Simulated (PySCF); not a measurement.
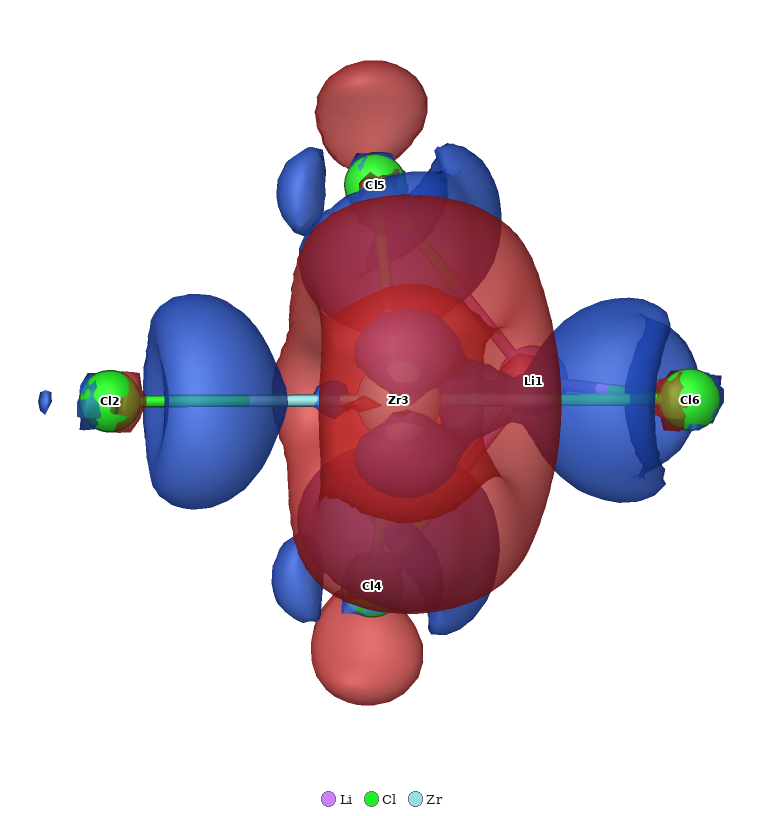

Figure 1: Cl4LiZr, charge +1, SMILES `[Li+].Cl[Zr](Cl)(Cl)Cl`. Deformation density (molecule less spherical, spin-averaged free atoms at the same positions), surfaces at ±0.04 e/Å³; blue: gain, red: loss.

PySCF calculation, TPSS/def2-SVP, gas phase; geometry: an unrelaxed start of a pair search. Core potentials replace the inner electrons of Zr; spin–orbit coupling isn't included. This is a single-reference result, which may miss multireference character in this system.

Geometry (Å), atoms numbered from 1:

```
Li1     -1.5958   -0.0247   -1.3269
Cl2      2.4067    0.0191    0.1928
Zr3      0.1854    0.0009    0.6152
Cl4     -0.2062    1.5451   -1.0656
Cl5     -0.1813   -1.5710   -1.0371
Cl6     -2.1739    0.0090    0.6964
```

Describe the bonding that the map shows.

Answer. Zr3–Cl5: +0.10 e/Å³ at the bond critical point (bond length 2.31 Å, Mayer order 1.2). Zr3–Cl4: +0.10 e/Å³ at the bond critical point (bond length 2.32 Å, Mayer order 1.2). Cl2–Zr3: +0.10 e/Å³ at the bond critical point (bond length 2.26 Å, Mayer order 1.5). Zr3–Cl6: +0.08 e/Å³ at the bond critical point (bond length 2.36 Å, Mayer order 1.1). Li1–Cl6: +0.02 e/Å³ at the bond critical point (bond length 2.10 Å, Mayer order 0.2). Li1–Cl4: +0.02 e/Å³ at the bond critical point (bond length 2.11 Å, Mayer order 0.1). Li1–Cl5: +0.02 e/Å³ at the bond critical point (bond length 2.12 Å, Mayer order 0.1). In all, 0.8 electrons gather in the regions of gain relative to the promolecule of neutral atoms (the regions of loss give up this much and the cation's charge besides). A small or negative value marks a very polar bond, one between electron-rich atoms, whose free-atom densities already overlap strongly, a long bond to a heavier atom, or a closed-shell contact such as a hydrogen bond.

Where do the Hirshfeld charges lie?

Answer. The highest Hirshfeld charge is on Zr3 (+0.81 e), the lowest on Cl6 (−0.10 e).

```tsv
atom	charge (e)
Li1	+0.36
Cl2	−0.03
Zr3	+0.81
Cl4	−0.03
Cl5	−0.03
Cl6	−0.10
```
